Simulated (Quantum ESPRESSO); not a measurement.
## MnCuAs: energy against a fixed spin moment

Wanted: E(M) for MnCuAs from a parallel start.

Program: Quantum ESPRESSO 7.5. Level of theory: PBE; plane waves with GBRV 1.5 PBE potentials, no spin-orbit coupling. Results are calculated unless marked as measured.

## (1) Set-up

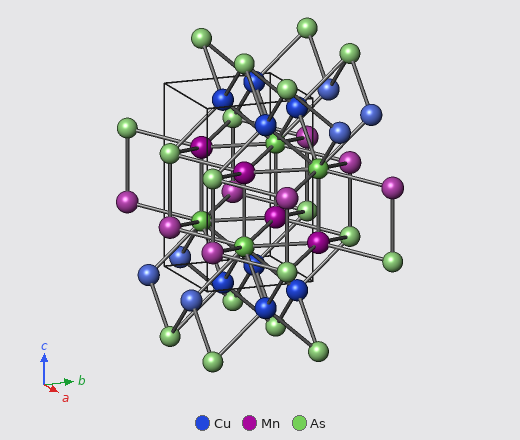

Start, viewed slightly off an axis; copper blue, manganese purple, arsenic green. 2×1×1 cells are drawn. Some periodic images of atoms are drawn too.

The lattice constants were typed from memory of published values and not checked against a source.

## (2) The free run

Contents of pw.in:

```
&CONTROL
  calculation = 'scf'
  prefix = 'pwscf'
  outdir = './tmp'
  pseudo_dir = './pseudo'
  disk_io = 'nowf'
/
&SYSTEM
  ibrav = 0
  celldm(1) = 8
  nat = 6
  ntyp = 3
  ecutwfc = 40
  ecutrho = 280
  nbnd = 54
  occupations = 'smearing'
  smearing = 'fd'
  degauss = 0.00367493
  nspin = 2
  starting_magnetization(1) = 0
  starting_magnetization(2) = 0.2333
  starting_magnetization(3) = 0
/
&ELECTRONS
  conv_thr = 1.2d-08
  electron_maxstep = 150
  mixing_beta = 0.3
/
ATOMIC_SPECIES
Cu     63.5460 cu_pbe_v1.2.uspp.F.UPF
Mn     54.9380 mn_pbe_v1.5.uspp.F.UPF
As     74.9216 as_pbe_v1.uspp.F.UPF
CELL_PARAMETERS alat
   0.9023442245088    0.0000000000000    0.0000000000000
   0.0000000000000    0.9023442245088    0.0000000000000
   0.0000000000000    0.0000000000000    1.4924112069232
ATOMIC_POSITIONS crystal
Cu      0.7500000000    0.2500000000    0.0000000000
Cu      0.2500000000    0.7500000000    0.0000000000
Mn      0.2500000000    0.2500000000    0.6700000000
Mn      0.7500000000    0.7500000000    0.3300000000
As      0.2500000000    0.2500000000    0.2660000000
As      0.7500000000    0.7500000000    0.7340000000
K_POINTS automatic
8 8 8 0 0 0
```

Launch:

```
> OMP_NUM_THREADS=1 mpirun -n 4 pw.x -nk 4 -in pw.in > pw.out
```

Log:

```text
Program PWSCF v.7.5 starts

     Message from routine setup:
     using ibrav=0 with symmetry is DISCOURAGED, use correct ibrav instead

     K-points division:     npool     =       4
     Subspace diagonalization in iterative solution of the eigenvalue problem:

     G-vector sticks info
     --------------------
     sticks:   dense  smooth     PW     G-vecs:    dense   smooth      PW
     Sum        1161     665    197                49191    21305    3599

     Using Slab Decomposition

     bravais-lattice index     =            0
     lattice parameter (alat)  =       8.0000  a.u.
     unit-cell volume          =     622.1612 (a.u.)^3
     number of atoms/cell      =            6
     number of atomic types    =            3
     number of electrons       =        78.00
     number of Kohn-Sham states=           54
     kinetic-energy cutoff     =      40.0000  Ry
     charge density cutoff     =     280.0000  Ry
     scf convergence threshold =      1.2E-08
     mixing beta               =       0.3000
     number of iterations used =            8  plain     mixing
     Exchange-correlation= SLA  PW   PBE  PBE
                           (   1   4   3   4   0   0   0)

     celldm(1)=   8.000000  celldm(2)=   0.000000  celldm(3)=   0.000000
     celldm(4)=   0.000000  celldm(5)=   0.000000  celldm(6)=   0.000000

     crystal axes: (cart. coord. in units of alat)
               a(1) = (   0.902344   0.000000   0.000000 )
               a(2) = (   0.000000   0.902344   0.000000 )
               a(3) = (   0.000000   0.000000   1.492411 )

     reciprocal axes: (cart. coord. in units 2 pi/alat)
               b(1) = (  1.108225  0.000000  0.000000 )
               b(2) = (  0.000000  1.108225  0.000000 )
               b(3) = (  0.000000  0.000000  0.670057 )

     PseudoPot. # 1 for Cu read from file:
     cu_pbe_v1.2.uspp.F.UPF
     Pseudo is Ultrasoft + core correction, Zval = 19.0
     Generated by new atomic code, or converted to UPF format
     Using radial grid of  867 points,  6 beta functions with:
                l(1) =   0
                l(2) =   0
                l(3) =   1
                l(4) =   1
                l(5) =   2
                l(6) =   2
     Q(r) pseudized with  8 coefficients,  rinner =    1.150   1.150   1.150
                                                       1.150   1.150

     PseudoPot. # 2 for Mn read from file:
     mn_pbe_v1.5.uspp.F.UPF
     Pseudo is Ultrasoft + core correction, Zval = 15.0
     Generated by new atomic code, or converted to UPF format
     Using radial grid of  859 points,  6 beta functions with:
                l(1) =   0
                l(2) =   0
                l(3) =   1
                l(4) =   1
                l(5) =   2
                l(6) =   2
     Q(r) pseudized with  8 coefficients,  rinner =    0.950   0.950   0.950
                                                       0.950   0.950

     PseudoPot. # 3 for As read from file:
     as_pbe_v1.uspp.F.UPF
     Pseudo is Ultrasoft + core correction, Zval =  5.0
     Generated by new atomic code, or converted to UPF format
     Using radial grid of  875 points,  6 beta functions with:
                l(1) =   0
                l(2) =   0
                l(3) =   1
                l(4) =   1
                l(5) =   2
                l(6) =   2
     Q(r) pseudized with  8 coefficients,  rinner =    1.300   1.300   1.300
                                                       1.300   1.300

     atomic species   valence    mass     pseudopotential
     Cu               19.00    63.54600     Cu( 1.00)
     Mn               15.00    54.93800     Mn( 1.00)
     As                5.00    74.92160     As( 1.00)

     Starting magnetic structure
     atomic species   magnetization
     Cu              0.000
     Mn              0.233
     As              0.000

     16 Sym. Ops., with inversion, found (12 have fractional translation)

   Cartesian axes

     site n.     atom                  positions (alat units)
         1        Cu     tau(   1) = (   0.6767582   0.2255861   0.0000000  )
         2        Cu     tau(   2) = (   0.2255861   0.6767582   0.0000000  )
         3        Mn     tau(   3) = (   0.2255861   0.2255861   0.9999155  )
         4        Mn     tau(   4) = (   0.6767582   0.6767582   0.4924957  )
         5        As     tau(   5) = (   0.2255861   0.2255861   0.3969814  )
         6        As     tau(   6) = (   0.6767582   0.6767582   1.0954298  )

     number of k points=    75  Fermi-Dirac smearing, width (Ry)=  0.0037
                       cart. coord. in units 2pi/alat
        k(    1) = (   0.0000000   0.0000000   0.0000000), wk =   0.0019531
        k(    2) = (   0.0000000   0.0000000   0.0837571), wk =   0.0039062
        k(    3) = (   0.0000000   0.0000000   0.1675142), wk =   0.0039062
        k(    4) = (   0.0000000   0.0000000   0.2512712), wk =   0.0039062
        k(    5) = (   0.0000000   0.0000000  -0.3350283), wk =   0.0019531
        [... 70 further k-points ...]

     Dense  grid:    49191 G-vectors     FFT dimensions: (  40,  40,  64)

     Smooth grid:    21305 G-vectors     FFT dimensions: (  30,  30,  50)

     Check: negative core charge=   -0.000023
     Generating pointlists ...
     new r_m :   0.2479 (alat units)  1.9832 (a.u.) for type    1
     new r_m :   0.2487 (alat units)  1.9897 (a.u.) for type    2
     new r_m :   0.2479 (alat units)  1.9832 (a.u.) for type    3

     Initial potential from superposition of free atoms

     starting charge      74.9993, renormalised to      78.0000
     Starting wfcs are   60 randomized atomic wfcs

     Self-consistent Calculation

     iteration #  1     ecut=    40.00 Ry     beta= 0.30
     Davidson diagonalization with overlap
     ethr =  1.00E-02,  avg # of iterations =  3.2

     total energy              =   -1305.25771113 Ry
     estimated scf accuracy    <      15.36131337 Ry

     total magnetization       =     3.69 Bohr mag/cell
     absolute magnetization    =     3.94 Bohr mag/cell

     iteration #  2     ecut=    40.00 Ry     beta= 0.30
     Davidson diagonalization with overlap
     ethr =  1.00E-02,  avg # of iterations =  3.0

     total energy              =   -1303.77218305 Ry
     estimated scf accuracy    <      91.02113313 Ry

     total magnetization       =     0.68 Bohr mag/cell
     absolute magnetization    =     0.78 Bohr mag/cell

     iteration #  3     ecut=    40.00 Ry     beta= 0.30
     Davidson diagonalization with overlap
     ethr =  1.00E-02,  avg # of iterations =  2.0

     total energy              =   -1310.37629659 Ry
     estimated scf accuracy    <       2.96838503 Ry

     total magnetization       =     6.31 Bohr mag/cell
     absolute magnetization    =     6.71 Bohr mag/cell

     [... further iterations left out ...]

     iteration # 14     ecut=    40.00 Ry     beta= 0.30
     Davidson diagonalization with overlap
     ethr =  2.62E-09,  avg # of iterations =  5.0

     negative rho (up, down):  0.000E+00 4.296E-04

     total energy              =   -1310.52404924 Ry
     estimated scf accuracy    <       0.00000016 Ry

     total magnetization       =     7.86 Bohr mag/cell
     absolute magnetization    =     8.18 Bohr mag/cell

     iteration # 15     ecut=    40.00 Ry     beta= 0.30
     Davidson diagonalization with overlap
     ethr =  2.07E-10,  avg # of iterations =  3.7

     negative rho (up, down):  0.000E+00 4.298E-04

     total energy              =   -1310.52404931 Ry
     estimated scf accuracy    <       0.00000003 Ry

     total magnetization       =     7.86 Bohr mag/cell
     absolute magnetization    =     8.18 Bohr mag/cell

     iteration # 16     ecut=    40.00 Ry     beta= 0.30
     Davidson diagonalization with overlap
     ethr =  3.47E-11,  avg # of iterations =  4.2

     negative rho (up, down):  0.000E+00 4.299E-04

     total energy              =   -1310.52404932 Ry
     estimated scf accuracy    <       0.00000001 Ry

     total magnetization       =     7.86 Bohr mag/cell
     absolute magnetization    =     8.18 Bohr mag/cell

     iteration # 17     ecut=    40.00 Ry     beta= 0.30
     Davidson diagonalization with overlap
     ethr =  1.71E-11,  avg # of iterations =  2.4

     negative rho (up, down):  0.000E+00 4.299E-04

     Magnetic moment per site  (integrated on atomic sphere of radius R)
     atom   1 (R=0.248)  charge= 17.7698  magn=  0.0508
     atom   2 (R=0.248)  charge= 17.7698  magn=  0.0508
     atom   3 (R=0.249)  charge= 13.2209  magn=  3.6676
     atom   4 (R=0.249)  charge= 13.2209  magn=  3.6676
     atom   5 (R=0.248)  charge=  2.9324  magn= -0.0148
     atom   6 (R=0.248)  charge=  2.9324  magn= -0.0148

     End of self-consistent calculation

     Number of k-points >= 100: set verbosity='high' to print the bands.

     the Fermi energy is    12.8956 ev

!    total energy              =   -1310.52404933 Ry
     estimated scf accuracy    <          3.2E-09 Ry
     smearing contrib. (-TS)   =      -0.00185163 Ry
     internal energy E=F+TS    =   -1310.52219770 Ry

     The total energy is F=E-TS. E is the sum of the following terms:
     one-electron contribution =    -998.29750498 Ry
     hartree contribution      =     534.81539977 Ry
     xc contribution           =    -194.28707211 Ry
     ewald contribution        =    -652.75302038 Ry

     total magnetization       =     7.86 Bohr mag/cell
     absolute magnetization    =     8.18 Bohr mag/cell

     convergence has been achieved in  17 iterations

=------------------------------------------------------------------------------=
   JOB DONE.
=------------------------------------------------------------------------------=
```

Elapsed: 2 min, on 4 MPI ranks of Intel Xeon Platinum 8488C (Sapphire Rapids), shared host; peak memory 0.78 GiB; 7.9 min of CPU time.

Spin moment in the atom's sphere by atom:

| atom | spin moment in the atom's sphere (μB) |
| --- | --- |
| Cu1 | 0.05 |
| Cu2 | 0.05 |
| Mn3 | 3.67 |
| Mn4 | 3.67 |
| As5 | -0.01 |
| As6 | -0.01 |

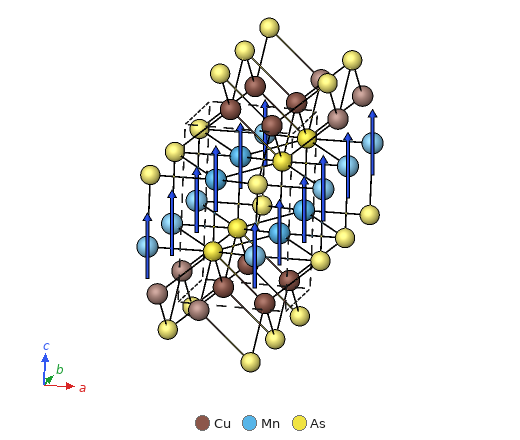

Spin moment in the atom's sphere as arrows, the longest 3.67 μB. Up and down stand for the sign. Arrows give size and sign along the axis of quantisation, drawn up and down the page. 1×2×1 cells are drawn. Some periodic images of atoms are drawn too.

Numbers from this step:

```yaml
smearing_term_ts: 0.02519 eV
net_moment: 7.857 μB
integrated_m: 8.183 μB
final_state: ferromagnetic
```

## (3) Moment fixed at 0 μB

The two spin channels are filled to separate Fermi energies, so that the total moment meets the target. Half of the up one less the down one is the slope dE/dM.

Changes to pw.in since step 2:

```diff
@@ -14,3 +14,3 @@
   ecutrho = 280
-  nbnd = 54
+  nbnd = 56
   occupations = 'smearing'
@@ -20,4 +20,5 @@
   starting_magnetization(1) = 0
-  starting_magnetization(2) = 0.2333
+  starting_magnetization(2) = 0.0117
   starting_magnetization(3) = 0
+  tot_magnetization = 0
 /
```

Log:

```text
     [... lines left out ...]
Program PWSCF v.7.5 starts
     [... lines left out ...]
     number of atoms/cell      =            6
     [... lines left out ...]
     number of electrons       =        78.00 (up:  39.00, down:  39.00)
     number of Kohn-Sham states=           56
     kinetic-energy cutoff     =      40.0000  Ry
     charge density cutoff     =     280.0000  Ry
     scf convergence threshold =      1.2E-08
     [... lines left out ...]
     16 Sym. Ops., with inversion, found (12 have fractional translation)
     [... lines left out ...]
     number of k points=    75  Fermi-Dirac smearing, width (Ry)=  0.0037
     [... lines left out ...]
     iteration # 21     ecut=    40.00 Ry     beta= 0.30
     [... lines left out ...]
     Magnetic moment per site  (integrated on atomic sphere of radius R)
     atom   1 (R=0.248)  charge= 17.7518  magn= -0.0000
     atom   2 (R=0.248)  charge= 17.7518  magn= -0.0000
     atom   3 (R=0.249)  charge= 13.2781  magn=  0.0001
     atom   4 (R=0.249)  charge= 13.2781  magn=  0.0001
     atom   5 (R=0.248)  charge=  2.8676  magn= -0.0000
     atom   6 (R=0.248)  charge=  2.8676  magn= -0.0000
     [... lines left out ...]
     the spin up/dw Fermi energies are    12.3889   12.3891 ev
!    total energy              =   -1310.33600224 Ry
     estimated scf accuracy    <          3.5E-09 Ry
     smearing contrib. (-TS)   =      -0.01069140 Ry
     [... lines left out ...]
     total magnetization       =    -0.00 Bohr mag/cell
     absolute magnetization    =     0.00 Bohr mag/cell
     convergence has been achieved in  21 iterations
```

The job ended after 2.4 min (4 MPI ranks; peak memory 0.81 GiB; 9.4 min of CPU time).

This step gave:

| Property | Result |
| --- | --- |
| net moment | 0 μB |
| integrated \|m\| | 0 μB |
| half the difference of the two Fermi energies | -0.1 meV |
| largest moment | 0 μB |

## (4) Moment fixed at 0.964 μB

Changes to pw.in since step 3:

```diff
@@ -20,5 +20,5 @@
   starting_magnetization(1) = 0
-  starting_magnetization(2) = 0.0117
+  starting_magnetization(2) = 0.0321
   starting_magnetization(3) = 0
-  tot_magnetization = 0
+  tot_magnetization = 0.964
 /
```

Log:

```text
     [... lines left out ...]
Program PWSCF v.7.5 starts
     [... lines left out ...]
     number of atoms/cell      =            6
     [... lines left out ...]
     number of electrons       =        78.00 (up:  39.48, down:  38.52)
     number of Kohn-Sham states=           56
     kinetic-energy cutoff     =      40.0000  Ry
     charge density cutoff     =     280.0000  Ry
     scf convergence threshold =      1.2E-08
     [... lines left out ...]
     16 Sym. Ops., with inversion, found (12 have fractional translation)
     [... lines left out ...]
     number of k points=    75  Fermi-Dirac smearing, width (Ry)=  0.0037
     [... lines left out ...]
     iteration # 21     ecut=    40.00 Ry     beta= 0.30
     [... lines left out ...]
     Magnetic moment per site  (integrated on atomic sphere of radius R)
     atom   1 (R=0.248)  charge= 17.7535  magn= -0.0260
     atom   2 (R=0.248)  charge= 17.7535  magn= -0.0260
     atom   3 (R=0.249)  charge= 13.2756  magn=  0.5310
     atom   4 (R=0.249)  charge= 13.2756  magn=  0.5310
     atom   5 (R=0.248)  charge=  2.8715  magn= -0.0249
     atom   6 (R=0.248)  charge=  2.8715  magn= -0.0249
     [... lines left out ...]
     the spin up/dw Fermi energies are    12.2755   12.6593 ev
!    total energy              =   -1310.35753815 Ry
     estimated scf accuracy    <          6.6E-09 Ry
     smearing contrib. (-TS)   =      -0.00438073 Ry
     [... lines left out ...]
     total magnetization       =     0.96 Bohr mag/cell
     absolute magnetization    =     1.56 Bohr mag/cell
     convergence has been achieved in  21 iterations
```

Elapsed: 2.6 min, on 4 MPI ranks; peak memory 0.84 GiB.

Spin moment in the atom's sphere by atom:

| atom | spin moment in the atom's sphere (μB) |
| --- | --- |
| Cu1 | -0.026 |
| Cu2 | -0.026 |
| Mn3 | 0.531 |
| Mn4 | 0.531 |
| As5 | -0.025 |
| As6 | -0.025 |

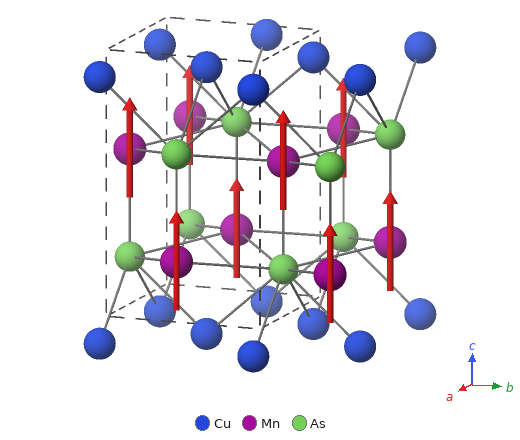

Spin moment in the atom's sphere as arrows, the longest 0.531 μB. Up and down stand for the sign. Arrows give size and sign along the axis of quantisation, drawn up and down the page. 2×2×1 cells are drawn. Some periodic images of atoms are drawn too.

Numbers from this step:

```yaml
net_moment: 0.964 μB
integrated_m: 1.559 μB
half_the_difference_of_the_two_fermi_energies: -191.9 meV
```

## (5) Moment fixed at 1.929 μB

Changes to pw.in since step 4:

```diff
@@ -14,3 +14,3 @@
   ecutrho = 280
-  nbnd = 56
+  nbnd = 57
   occupations = 'smearing'
@@ -20,5 +20,5 @@
   starting_magnetization(1) = 0
-  starting_magnetization(2) = 0.0321
+  starting_magnetization(2) = 0.0643
   starting_magnetization(3) = 0
-  tot_magnetization = 0.964
+  tot_magnetization = 1.929
 /
```

Log:

```text
     [... lines left out ...]
Program PWSCF v.7.5 starts
     [... lines left out ...]
     number of atoms/cell      =            6
     [... lines left out ...]
     number of electrons       =        78.00 (up:  39.96, down:  38.04)
     number of Kohn-Sham states=           57
     kinetic-energy cutoff     =      40.0000  Ry
     charge density cutoff     =     280.0000  Ry
     scf convergence threshold =      1.2E-08
     [... lines left out ...]
     16 Sym. Ops., with inversion, found (12 have fractional translation)
     [... lines left out ...]
     number of k points=    75  Fermi-Dirac smearing, width (Ry)=  0.0037
     [... lines left out ...]
     iteration # 18     ecut=    40.00 Ry     beta= 0.30
     [... lines left out ...]
     Magnetic moment per site  (integrated on atomic sphere of radius R)
     atom   1 (R=0.248)  charge= 17.7536  magn= -0.0627
     atom   2 (R=0.248)  charge= 17.7536  magn= -0.0627
     atom   3 (R=0.249)  charge= 13.2757  magn=  1.1499
     atom   4 (R=0.249)  charge= 13.2757  magn=  1.1499
     atom   5 (R=0.248)  charge=  2.8709  magn= -0.0818
     atom   6 (R=0.248)  charge=  2.8709  magn= -0.0818
     [... lines left out ...]
     the spin up/dw Fermi energies are    12.1430   12.8221 ev
!    total energy              =   -1310.37644947 Ry
     estimated scf accuracy    <       0.00000001 Ry
     smearing contrib. (-TS)   =      -0.00381404 Ry
     [... lines left out ...]
     total magnetization       =     1.93 Bohr mag/cell
     absolute magnetization    =     2.89 Bohr mag/cell
     convergence has been achieved in  18 iterations
```

Wall time 2.1 min (4 MPI ranks); peak memory 0.85 GiB.

Read from the output:

| Item | Value |
| --- | --- |
| net moment | 1.929 μB |
| integrated \|m\| | 2.887 μB |
| half the difference of the two Fermi energies | -339.5 meV |
| largest moment | 1.150 μB |

## (6) The curve

The runs not shown differ in the target, the start and the number of states alone. The point at 7.86 μB is the free run, entered with slope zero.

Table of energy over the lowest by total spin moment:

| total spin moment (μB a cell) | energy over the lowest (meV a cell) |
| --- | --- |
| 0.00 | 2559 |
| 0.96 | 2266 |
| 1.93 | 2008 |
| 2.89 | 1667 |
| 3.86 | 1278 |
| 4.82 | 864 |
| 5.79 | 478 |
| 6.75 | 163 |
| 7.71 | 3.15 |
| 7.86 | 0 |
| 8.68 | 95.8 |
| 9.64 | 460 |
| 10.61 | 1404 |

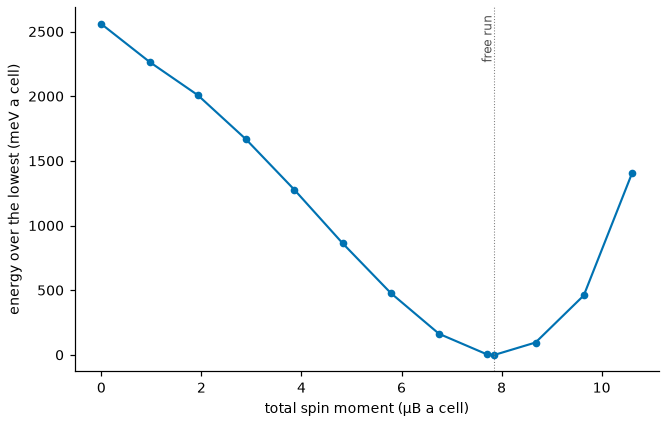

Energy over the lowest, plotted against total spin moment.

dE/dM against total spin moment:

| total spin moment (μB a cell) | dE/dM (meV/μB) |
| --- | --- |
| 0.00 | -0.106 |
| 0.96 | -192 |
| 1.93 | -340 |
| 2.89 | -379 |
| 3.86 | -427 |
| 4.82 | -421 |
| 5.79 | -370 |
| 6.75 | -263 |
| 7.71 | -43.8 |
| 7.86 | 0 |
| 8.68 | 225 |
| 9.64 | 578 |
| 10.61 | 1366 |

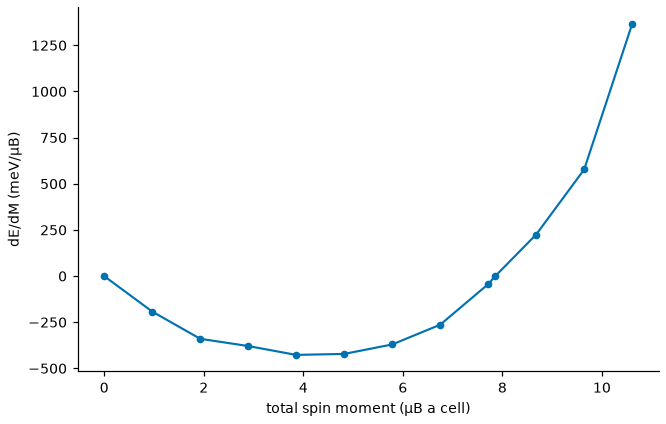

dE/dM against total spin moment.

Table of largest site moment by total spin moment:

| total spin moment (μB a cell) | largest site moment (μB) |
| --- | --- |
| 0.00 | 1.2e-4 |
| 0.96 | 0.531 |
| 1.93 | 1.15 |
| 2.89 | 1.69 |
| 3.86 | 2.19 |
| 4.82 | 2.64 |
| 5.79 | 3.03 |
| 6.75 | 3.36 |
| 7.71 | 3.63 |
| 7.86 | 3.67 |
| 8.68 | 3.85 |
| 9.64 | 4.04 |
| 10.61 | 4.19 |

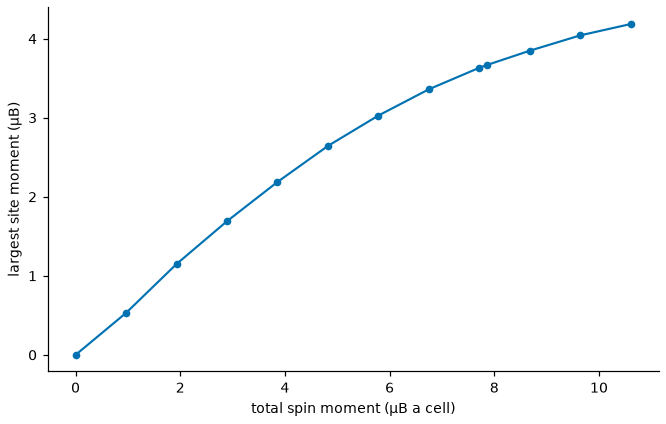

Largest site moment against total spin moment.

## (7) Results

```
moment of the free run      : 7.86 μB a cell
energy at zero total moment : 2559 meV a cell over the lowest
```

In words: At zero total moment the site moments vanish, so the 2559 meV a cell is the energy of forming them. Energies and slopes do not fit one curve, so the points lie on more than one branch of solutions. All runs start parallel; opposed orders may lie lower.

[Logs and program files are shortened in this print: banners, set-up blocks, solver, clock and traceback lines can be left out without a mark of their own.]

[Logs are printed without paths, hosts, clocks, repeated set-up lines and the standing remarks that a program may print on its own settings, such as how far it seeks lower states.]

[Hosts, paths, dates, database ids (printed as entryN), source tags and the programs' standing remarks are cut or masked in the printed files.]

[Where a cell is said to come from a database of computed structures, the database is the Materials Project.]
